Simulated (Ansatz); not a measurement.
**GaH₃+ (doublet): correlated methods under varied settings at distance Ga1–H3 = 1.356 Å**

What do other methods and options give for GaH₃+ (doublet) at this geometry, and how long do they take?

The runs use Ansatz 0.2.0, Gaussian basis; the settings change from run to run.

37 further runs of the same task are left out: 23 for a known fault of the program, 12 that didn't finish, 2 set aside as unsound or not needed. Runs told in other sessions of the task aren't counted.

**1. The geometry**

The geometry derives from a PBE0/def2-TZVP stationary point (not a proven minimum). One bond is set to the value named and the two fragments are kept rigid. No spin-orbit coupling is included. The filled d shell of Ga may be among the frozen orbitals whatever the setting's name suggests.

4 atoms, charge 1, spin multiplicity 2.

Atoms are counted from 1 here; the program's logs count them from 0.

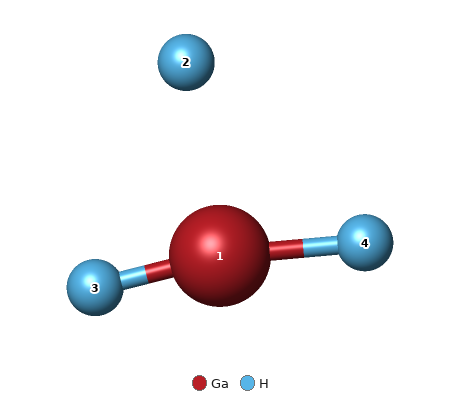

The structure; gallium red, hydrogen blue; atoms are numbered from 1 in the order of the file.

As a file:

```
Ga    0.0000    0.0255   -0.0024
H     0.0000   -2.0471   -0.0024
H     0.0000    0.1336   -1.3541
H     0.0000    0.1476    1.5247
```

**2. MP2 on ROHF/def2-TZVP**

Contents of in.yaml:

```yaml
crystal:
  periodic: [false, false, false]
  atoms:
    - {symbol: Ga, position_ang: [0.000000, 0.025527, -0.002431]}
    - {symbol: H, position_ang: [0.000000, -2.047064, -0.002431]}
    - {symbol: H, position_ang: [0.000000, 0.133602, -1.354118]}
    - {symbol: H, position_ang: [0.000000, 0.147632, 1.524739]}
basis:
  gaussian: {orbitals: def2-TZVP}
total_charge: 1
magnetization: {spin_polarized: false, initial_magnetization: 1}
correlation: {method: mp2, electrons: outside_noble_gas}
output: {forces: true}
```

On the command line:

```
$ ansatz run in.yaml --threads 1 --pin off --events-out ev --progress --plain --max-ram 2393MiB
```

Log:

```text
Functional definition: HF
  name "HF"
  cite "Fock, Z. Phys. 61, 126 (1930) doi:10.1007/BF01340294"
  parent pbe
  exchange = exact_x
  correlation = 0
471 factors; integrals over basis functions are off by at most 1.7e-3 eV
mean field evaluation 1: about -52370.2771 eV, gradient 9.4e0 eV
mean field evaluation 2: about -52370.2778 eV, gradient 9.4e0 eV
mean field evaluation 4: about -52371.2372 eV, gradient 1.0e0 eV
mean field evaluation 8: about -52371.2397 eV, gradient 3.6e-5 eV
mean field -52371.23970574 eV, -1924.6075606848 hartree, gradient 3.0e-6 eV, S^2 0.750000; 0 other end points of the search recorded, 0 dependent functions left out
mean field evaluation 16: about -52371.2443 eV, gradient 9.5e-1 eV
14 core orbitals not correlated: weight in the atoms' cores, before any rotation towards them, 0.995 or more for the frozen orbitals, at most 0.003 for the correlated occupied ones
reference -52371.23970574 eV, -1924.6075606848 hartree; 3, 2 occupied and 49, 50 virtual orbitals, 471 factors
second order -1.55474383 eV of doubles, -0.00825583 eV of singles
the calculation of the forces begins
Total energy: -52372.80270540 eV, -1924.6649998628 hartree
Atom 0 at     0.000000     0.025527    -0.002431 Å, force     0.000000    -0.061096     4.475328 eV/Å
Atom 1 at     0.000000    -2.047064    -0.002431 Å, force    -0.000000    -0.285779     0.017280 eV/Å
Atom 2 at     0.000000     0.133602    -1.354118 Å, force    -0.000000     0.364903    -4.534413 eV/Å
Atom 3 at     0.000000     0.147632     1.524739 Å, force    -0.000000    -0.018028     0.041805 eV/Å
Dipole moment:     0.000000    -0.206520    -0.011397 e Å
```

Wall time 1.4 s (1 thread of Arm Neoverse V1, shared host).

**3. MRCISD+Q(relaxed)(5,5)/cc-pVDZ**

in.yaml, as its differences from that of step 2:

```diff
@@ -8,6 +8,5 @@
 basis:
-  gaussian: {orbitals: def2-TZVP}
+  gaussian: {orbitals: cc-pVDZ}
 total_charge: 1
 magnetization: {spin_polarized: false, initial_magnetization: 1}
-correlation: {method: mp2, electrons: outside_noble_gas}
-output: {forces: true}
+correlation: {method: fic_mrcisd_q_relaxed, electrons: outside_noble_gas, active_space: {window: {electrons: 5, orbitals: 5}}}
```

Same command.

Log, cut to the lines that bear on the results:

```text
Functional definition: HF
  name "HF"
  cite "Fock, Z. Phys. 61, 126 (1930) doi:10.1007/BF01340294"
  parent pbe
[...]
450 factors; integrals over basis functions are off by at most 1.4e-3 eV
[...]
mean field -52370.29120204 eV, -1924.5727038167 hartree, gradient 1.3e-6 eV, S^2 0.750000; 0 other end points of the search recorded, 0 dependent functions left out
reference -52370.29120204 eV, -1924.5727038167 hartree; 17, 16 occupied and 25, 26 virtual orbitals, 450 factors
state -52371.07072165 eV, -1924.6013506338 hartree
contracted CI cycle   1: correlation 0.00000000 eV, 0.0000000000 hartree, residual 7.70e0 eV
contracted CI cycle   2: correlation -1.04063944 eV, -0.0382427941 hartree, residual 1.58e0 eV
contracted CI cycle   3: correlation -1.08578980 eV, -0.0399020393 hartree, residual 6.36e-1 eV
contracted CI cycle   4: correlation -1.09361747 eV, -0.0401897006 hartree, residual 2.11e-1 eV
contracted CI cycle   5: correlation -1.09449272 eV, -0.0402218657 hartree, residual 7.49e-2 eV
contracted CI cycle   6: correlation -1.09462366 eV, -0.0402266775 hartree, residual 3.51e-2 eV
contracted CI cycle   7: correlation -1.09465002 eV, -0.0402276462 hartree, residual 1.45e-2 eV
contracted CI cycle   8: correlation -1.09465409 eV, -0.0402277960 hartree, residual 6.19e-3 eV
contracted CI cycle   9: correlation -1.09465488 eV, -0.0402278250 hartree, residual 2.63e-3 eV
contracted CI cycle  10: correlation -1.09465502 eV, -0.0402278300 hartree, residual 9.89e-4 eV
state -52371.07072165 eV, -1924.6013506338 hartree; corrected -52372.19474222 eV, -1924.6426576278 hartree
Total energy: -52372.19474222 eV, -1924.6426576278 hartree
```

It took 2 s on 1 thread of Arm Neoverse V1, shared host.

From the report: 100 determinants; active occupations 1.99, 1.97, 1.00, 0.03, 0.01.

**4. BCCD on UHF/cc-pVDZ**

in.yaml, as its differences from that of step 3:

```diff
@@ -10,3 +10,3 @@
 total_charge: 1
-magnetization: {spin_polarized: false, initial_magnetization: 1}
-correlation: {method: fic_mrcisd_q_relaxed, electrons: outside_noble_gas, active_space: {window: {electrons: 5, orbitals: 5}}}
+magnetization: {spin_polarized: true, initial_magnetization: 1}
+correlation: {method: bccd, electrons: outside_noble_gas}
```

The command is unchanged.

Log, cut to the lines that bear on the results:

```text
Functional definition: HF
  name "HF"
  cite "Fock, Z. Phys. 61, 126 (1930) doi:10.1007/BF01340294"
  parent pbe
[...]
450 factors; integrals over basis functions are off by at most 1.4e-3 eV
[...]
mean field -52370.30629494 eV, -1924.5732584705 hartree, gradient 2.2e-6 eV, S^2 0.752405; 0 other end points of the search recorded, 0 dependent functions left out
14 core orbitals not correlated: weight in the atoms' cores, before any rotation towards them, 0.996 or more for the frozen orbitals, at most 0.003 for the correlated occupied ones
reference -52370.30629494 eV, -1924.5732584705 hartree; 3, 2 occupied and 25, 26 virtual orbitals, 450 factors
second order -1.37796935 eV of doubles, -0.00000000 eV of singles
cycle   1  -1.69967361 eV  change   -3.2e-1 eV  update   4.3e-2
[...]
cycle  11  -1.83787685 eV  change   -2.5e-6 eV  update   3.8e-6
Total energy: -52372.14417179 eV, -1924.6407991990 hartree
```

Wall time 0.81 s (1 thread of Arm Neoverse V1, shared host).

From the report: ⟨S²⟩ of the determinant 0.752 (pure doublet: 0.75); correlation -1.8379 eV; largest double amplitude 0.05.

**5. CISD/cc-pVDZ**

in.yaml, as its differences from that of step 4:

```diff
@@ -8,5 +8,6 @@
 basis:
-  gaussian: {orbitals: cc-pVDZ}
+  gaussian: {orbitals: cc-pVDZ, point_charges: [{charge: -1.00, position_ang: [4.148, -0.485, -0.684]}]}
 total_charge: 1
-magnetization: {spin_polarized: true, initial_magnetization: 1}
-correlation: {method: bccd, electrons: outside_noble_gas}
+magnetization: {spin_polarized: false, initial_magnetization: 1}
+correlation: {active_space: {ras: {orbitals: [2, 1, 25], electrons: 5, max_holes: 2, max_particles: 2}, fixed_orbitals: true}}
+accuracy: high
```

Same command.

Log:

```text
Functional definition: HF
  name "HF"
  cite "Fock, Z. Phys. 61, 126 (1930) doi:10.1007/BF01340294"
  parent pbe
  exchange = exact_x
  correlation = 0
879 factors; integrals over basis functions are off by at most 4.6e-9 eV
mean field evaluation 1: about -52372.8778 eV, gradient 8.5e0 eV
mean field evaluation 2: about -52372.8901 eV, gradient 8.5e0 eV
mean field evaluation 4: about -52373.7809 eV, gradient 4.6e-1 eV
mean field evaluation 8: about -52373.7820 eV, gradient 1.8e-4 eV
mean field -52373.78202400 eV, -1924.7009891577 hartree, gradient 1.3e-8 eV, S^2 0.750000; 0 other end points of the search recorded, 0 dependent functions left out
reference -52373.78202400 eV, -1924.7009891577 hartree; 17, 16 occupied and 25, 26 virtual orbitals, 879 factors
state -52375.59445605 eV, -1924.7675948068 hartree
Total energy: -52375.59445605 eV, -1924.7675948068 hartree
```

Run time: 1.1 s. Hardware: 1 thread of Arm Neoverse V1, shared host.

From the report: 7,078 determinants.

**6. CASSCF(1,5)/6-31G***

Contents of in.yaml:

```yaml
crystal:
  periodic: [false, false, false]
  atoms:
    - {symbol: Ga, position_ang: [0.000000, 0.025527, -0.002431]}
    - {symbol: H, position_ang: [0.000000, -2.047064, -0.002431]}
    - {symbol: H, position_ang: [0.000000, 0.133602, -1.354118]}
    - {symbol: H, position_ang: [0.000000, 0.147632, 1.524739]}
basis:
  gaussian: {orbitals: "6-31G*", point_charges: [{charge: 0.50, position_ang: [2.650, -0.771, -0.178]}]}
total_charge: 1
magnetization: {spin_polarized: false, initial_magnetization: 1}
correlation: {active_space: {window: {electrons: 1, orbitals: 5}}}
```

Same command.

Log:

```text
Functional definition: HF
  name "HF"
  cite "Fock, Z. Phys. 61, 126 (1930) doi:10.1007/BF01340294"
  parent pbe
  exchange = exact_x
  correlation = 0
407 factors; integrals over basis functions are off by at most 5.3e-4 eV
mean field evaluation 1: about -52359.8620 eV, gradient 8.5e0 eV
mean field evaluation 2: about -52359.8704 eV, gradient 8.5e0 eV
mean field evaluation 4: about -52360.6789 eV, gradient 1.3e0 eV
mean field evaluation 8: about -52360.6821 eV, gradient 4.5e-4 eV
mean field -52360.68208733 eV, -1924.2195753643 hartree, gradient 1.8e-6 eV, S^2 0.750000; 0 other end points of the search recorded, 0 dependent functions left out
reference -52360.68208733 eV, -1924.2195753643 hartree; 17, 16 occupied and 24, 25 virtual orbitals, 407 factors
state -52360.68208733 eV, -1924.2195753643 hartree
Total energy: -52360.68208733 eV, -1924.2195753643 hartree
```

It took 0.96 s on 1 thread of Arm Neoverse V1, shared host.

From the report: 5 determinants; active occupations 1.00, 0.00, 0.00, 0.00, 0.00. With so small a space the active step adds no correlation: the energy is the mean field's.

**7. CASSCF(1,2)/cc-pVDZ**

in.yaml, as its differences from that of step 6:

```diff
@@ -8,5 +8,5 @@
 basis:
-  gaussian: {orbitals: "6-31G*", point_charges: [{charge: 0.50, position_ang: [2.650, -0.771, -0.178]}]}
+  gaussian: {orbitals: cc-pVDZ}
 total_charge: 1
 magnetization: {spin_polarized: false, initial_magnetization: 1}
-correlation: {active_space: {window: {electrons: 1, orbitals: 5}}}
+correlation: {active_space: {window: {electrons: 1, orbitals: 2}}}
```

The command is unchanged.

Log:

```text
Functional definition: HF
  name "HF"
  cite "Fock, Z. Phys. 61, 126 (1930) doi:10.1007/BF01340294"
  parent pbe
  exchange = exact_x
  correlation = 0
450 factors; integrals over basis functions are off by at most 1.4e-3 eV
mean field evaluation 1: about -52369.4014 eV, gradient 8.4e0 eV
mean field evaluation 2: about -52369.4083 eV, gradient 8.4e0 eV
mean field evaluation 4: about -52370.2901 eV, gradient 4.7e-1 eV
mean field evaluation 8: about -52370.2912 eV, gradient 1.7e-4 eV
mean field -52370.29120204 eV, -1924.5727038167 hartree, gradient 1.3e-6 eV, S^2 0.750000; 0 other end points of the search recorded, 0 dependent functions left out
reference -52370.29120204 eV, -1924.5727038167 hartree; 17, 16 occupied and 25, 26 virtual orbitals, 450 factors
state -52370.29120204 eV, -1924.5727038167 hartree
Total energy: -52370.29120204 eV, -1924.5727038167 hartree
```

Run time: 0.69 s. Hardware: 1 thread of Arm Neoverse V1, shared host.

From the report: 2 determinants; active occupations 1.00, 0.00. With so small a space the active step adds no correlation: the energy is the mean field's.

**8. CCSD(T) on UHF/cc-pVDZ**

in.yaml, as its differences from that of step 7:

```diff
@@ -10,3 +10,5 @@
 total_charge: 1
-magnetization: {spin_polarized: false, initial_magnetization: 1}
-correlation: {active_space: {window: {electrons: 1, orbitals: 2}}}
+magnetization: {spin_polarized: true, initial_magnetization: 1}
+correlation: {method: ccsd_t, electrons: outside_noble_gas}
+accuracy: high
+output: {forces: true}
```

The command is unchanged.

Log, cut to the lines that bear on the results:

```text
Functional definition: HF
  name "HF"
  cite "Fock, Z. Phys. 61, 126 (1930) doi:10.1007/BF01340294"
  parent pbe
[...]
880 factors; integrals over basis functions are off by at most 4.6e-9 eV
[...]
mean field -52370.30641626 eV, -1924.5732629291 hartree, gradient 2.5e-8 eV, S^2 0.752405; 0 other end points of the search recorded, 0 dependent functions left out
14 core orbitals not correlated: weight in the atoms' cores, before any rotation towards them, 0.996 or more for the frozen orbitals, at most 0.003 for the correlated occupied ones
reference -52370.30641626 eV, -1924.5732629291 hartree; 3, 2 occupied and 25, 26 virtual orbitals, 880 factors
second order -1.37800293 eV of doubles, -0.00000000 eV of singles
cycle   1  -1.69642747 eV  change   -3.2e-1 eV  update   4.3e-2
[...]
cycle  23  -1.83797091 eV  change  -1.0e-10 eV  update  2.6e-10
perturbative correction -0.01910300 eV, -0.0007020222 hartree
[...]
Total energy: -52372.16349018 eV, -1924.6415091366 hartree
Atom 0 at     0.000000     0.025527    -0.002431 Å, force     0.000000    -0.176292     4.402295 eV/Å
Atom 1 at     0.000000    -2.047064    -0.002431 Å, force     0.000000    -0.190920     0.022742 eV/Å
Atom 2 at     0.000000     0.133602    -1.354118 Å, force    -0.000000     0.376461    -4.595160 eV/Å
Atom 3 at     0.000000     0.147632     1.524739 Å, force    -0.000000    -0.009249     0.170124 eV/Å
Dipole moment:    -0.000000    -0.192072    -0.009073 e Å
```

Wall time 3.8 s (1 thread of Arm Neoverse V1, shared host).

From the report: ⟨S²⟩ of the determinant 0.752 (pure doublet: 0.75); correlation -1.8571 eV; T1 0.012; largest double amplitude 0.05.

**9. CCSDT(Q)/B/cc-pVDZ**

in.yaml, as its differences from that of step 8:

```diff
@@ -10,5 +10,5 @@
 total_charge: 1
-magnetization: {spin_polarized: true, initial_magnetization: 1}
-correlation: {method: ccsd_t, electrons: outside_noble_gas}
-accuracy: high
+magnetization: {spin_polarized: false, initial_magnetization: 1}
+hamiltonian: {xc: {name: B3LYP}, pseudopotentials: {relativity: scalar}}
+correlation: {method: ccsdt_q_b, electrons: outside_noble_gas, diis_vectors: 12}
 output: {forces: true}
```

Same command.

Log, cut to the lines that bear on the results:

```text
Functional definition: B3LYP
  name "B3LYP"
  cite "Stephens, Devlin, Chabalowski & Frisch, J. Phys. Chem. 98, 11623 (1994) doi:10.1021/j100096a001"
  cite "Becke, Phys. Rev. A 38, 3098 (1988) doi:10.1103/PhysRevA.38.3098"
  cite "Lee, Yang & Parr, Phys. Rev. B 37, 785 (1988) doi:10.1103/PhysRevB.37.785"
  cite "Vosko, Wilk & Nusair, Can. J. Phys. 58, 1200 (1980) doi:10.1139/p80-159"
[...]
819 factors; integrals over basis functions are off by at most 2.3e-7 eV
[...]
mean field -52825.01730965 eV, -1941.2835800469 hartree, gradient 9.4e-7 eV, S^2 0.750000; 0 other end points of the search recorded, 0 dependent functions left out
14 core orbitals not correlated: weight in the atoms' cores, before any rotation towards them, 0.994 or more for the frozen orbitals, at most 0.003 for the correlated occupied ones
reference -52779.02583580 eV, -1939.5934245569 hartree; 3, 2 occupied and 25, 26 virtual orbitals, 819 factors
second order -1.47506514 eV of doubles, -0.19133296 eV of singles
cycle   1  -1.97720662 eV  change   -3.1e-1 eV  update   4.3e-2
[...]
cycle  14  -2.12596482 eV  change   -5.5e-8 eV  update   3.4e-7
perturbative correction -0.00042548 eV, -0.0000156360 hartree
[...]
Total energy: -52781.15222610 eV, -1939.6715679591 hartree
Relativity: scalar
Atom 0 at     0.000000     0.025527    -0.002431 Å, force     0.000000    -0.143927     4.315343 eV/Å
Atom 1 at     0.000000    -2.047064    -0.002431 Å, force    -0.000000    -0.187332     0.023690 eV/Å
Atom 2 at     0.000000     0.133602    -1.354118 Å, force     0.000000     0.355301    -4.415258 eV/Å
Atom 3 at     0.000000     0.147632     1.524739 Å, force    -0.000000    -0.024042     0.076224 eV/Å
Dipole moment:     0.000000    -0.188019    -0.008293 e Å
```

It took 19 s on 1 thread of Arm Neoverse V1, shared host; peak memory 0.28 GiB.

From the report: correlation -2.1264 eV; T1 0.031; largest double amplitude 0.05. The orbitals are Kohn-Sham ones, so correlation energy and T1 don't compare with those on Hartree-Fock orbitals.

**10. The runs in one table**

Where basis and cores are those of an earlier FCI/cc-pVDZ run (-52372.1708 eV), and the records show the same count of frozen orbitals and kind of state, the miss against it is given; a blank cell means that this couldn't be shown.

```
                                                 level         correlated  functions  energy (eV)  from FCI (meV)    time
                                 MP2 on ROHF/def2-TZVP  outside noble gas         66  -52372.8027                   1.4 s
                        MRCISD+Q(relaxed)(5,5)/cc-pVDZ  outside noble gas         42  -52372.1947           -23.9     2 s
                                   BCCD on UHF/cc-pVDZ  outside noble gas         42  -52372.1442            26.7  0.81 s
                  CISD/cc-pVDZ (beside a point charge)  outside noble gas         42  -52375.5945                   1.1 s
            CASSCF(1,5)/6-31G* (beside a point charge)                            41  -52360.6821                  0.96 s
                                   CASSCF(1,2)/cc-pVDZ                            42  -52370.2912          1879.6  0.69 s
                                CCSD(T) on UHF/cc-pVDZ  outside noble gas         42  -52372.1635             7.4   3.8 s
CCSDT(Q)/B/cc-pVDZ (on B3LYP orbitals, relativity set)  outside noble gas         42  -52781.1522                    19 s
```

**11. Outcome**

| quantity | value |
| --- | --- |
| runs | 8 |
| quickest | CASSCF(1,2)/cc-pVDZ, 0.69 s |
| slowest | CCSDT(Q)/B/cc-pVDZ (on B3LYP orbitals, relativity set), 19 s |

In words: Total energies in different bases, with other cores or another treatment of relativity can't be set against each other. «valence» and «outside noble gas» are the program's key words; the logs give how many orbitals each freezes, and for Ga to Kr the 3d shell needn't follow the word's plain sense. CCSDT(Q)/B/cc-pVDZ (on B3LYP orbitals, relativity set) took 27 times as long as CASSCF(1,2)/cc-pVDZ; the jobs differ in more than the method. Among the correlated runs with a miss given, it spans -24 to +27 meV. Hartree-Fock, CASSCF and CASCI lack dynamic correlation by design.
